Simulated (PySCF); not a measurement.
# PBE0/STO-3G run of SiH3O− (SMILES [O-][SiH3])

Aim: the energy change on altering one bond length of SiH3O− at PBE0/STO-3G, from 2 runs. The job is set up through a Python script.

Program for the calculation: PySCF 2.14.0.

11 further runs of the same task are left out: 2 that didn't finish, 9 set aside as unsound or not needed.

## Step 1: The structure to begin with

SiH3O−: 5 atoms, total charge -1, spin state singlet. SMILES: `[O-][SiH3]`. The shape is that of a GFN2-xTB optimisation.

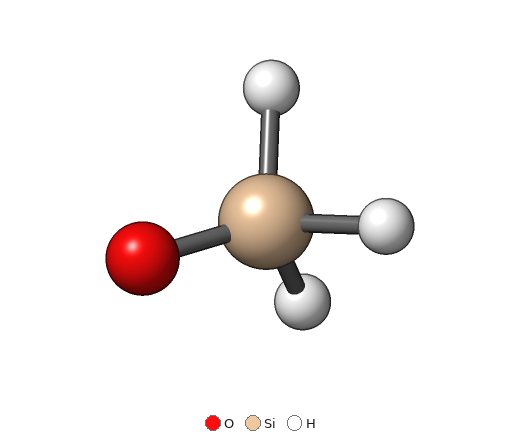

The structure, seen from a chosen angle (oxygen red, silicon light orange, hydrogen white).

## Step 2: The energy at PBE0/STO-3G

calc.py

```python
from pyscf import gto, dft

mol = gto.M(
    atom='''
O     -2.729086     0.512853     1.322997
Si    -0.156280     0.029480     0.075211
H     -0.197363    -0.467556    -2.745016
H      1.318708    -2.219691     1.060930
H      1.764022     2.144915     0.285878
''',
    basis='sto-3g',
    charge=-1,
    unit='bohr',
    verbose=3,
    max_memory=1860,
)

mf = dft.RKS(mol, xc='pbe0')
mf.grids.level = 5
mf.conv_tol = 1e-10
mf.kernel()
if not mf.converged:
    mf = mf.newton().run(mf.mo_coeff, mf.mo_occ)

energy = mf.e_tot
print(f'total energy: {energy:.8f} hartree')
```

Run with:

```sh
$ OMP_NUM_THREADS=1 python calc.py
```

The program printed:

```text
converged SCF energy = -361.700079283648
total energy: -361.70007928 hartree
```

It took 2.5 s on 1 thread of Arm Neoverse V1, shared host; peak memory 0.19 GiB.

## Step 3: The distorted shape

calc.py

```python
from pyscf import gto, dft

molecule = gto.Mole()
molecule.atom = [
    ('O', (-2.257138, -0.624189, 0.610913)),
    ('Si', (-0.895668, -0.879979, -0.049387)),
    ('H', (-0.917408, -1.142999, -1.541787)),
    ('H', (-0.115138, -2.070189, 0.472233)),
    ('H', (0.933480, 1.135040, 0.151280)),
]
molecule.basis = 'sto-3g'
molecule.max_memory = 1860
molecule.charge = -1
molecule.verbose = 3
molecule.build()

calc0 = dft.RKS(molecule)
calc0.xc = 'pbe0'
calc0.grids.level = 5
calc0.conv_tol = 1e-10
calc0.kernel()
if not calc0.converged:
    calc0 = calc0.newton().run(calc0.mo_coeff, calc0.mo_occ)

energy = calc0.e_tot
print(f'total energy: {energy:.8f} hartree')
```

Run with:

```sh
$ OMP_NUM_THREADS=1 python calc.py
```

The program printed:

```text
converged SCF energy = -361.575858466671
total energy: -361.57585847 hartree
```

It took 2.9 s on 1 thread of Arm Neoverse V1, shared host; peak memory 0.19 GiB.

## Step 4: Outcome

At PBE0/STO-3G:

```
                                                              quantity          value
                                             first shape: total energy  -361.70008 Eh
                                              first shape: HOMO energy        6.62 eV
                                              first shape: LUMO energy       17.03 eV
    first shape: HOMO–LUMO gap (to an unbound level, set by the basis)       10.41 eV
                                         distorted shape: total energy  -361.57586 Eh
                                          distorted shape: HOMO energy        5.48 eV
                                          distorted shape: LUMO energy        9.37 eV
distorted shape: HOMO–LUMO gap (to an unbound level, set by the basis)        3.89 eV
    energy change with the Si2–H5 bond stretched from 1.516 to 2.729 Å       3.380 eV
```

With the Si2–H5 bond stretched from 1.516 to 2.729 Å the energy rises by 3.38 eV (78 kcal/mol). The first shape isn't relaxed at this level, so the change isn't measured from a minimum. The minimal basis adds a large error of its own. Mulliken charges (first shape) run from -0.66 on O1 to +0.50 on Si2. The HOMO (first shape) lies at positive energy, 6.62 eV; only total energies tell whether the electron is bound. Mulliken charges (distorted shape) run from -0.53 on O1 to +0.46 on Si2. The HOMO (distorted shape) lies at positive energy, 5.48 eV; only total energies tell whether the electron is bound.
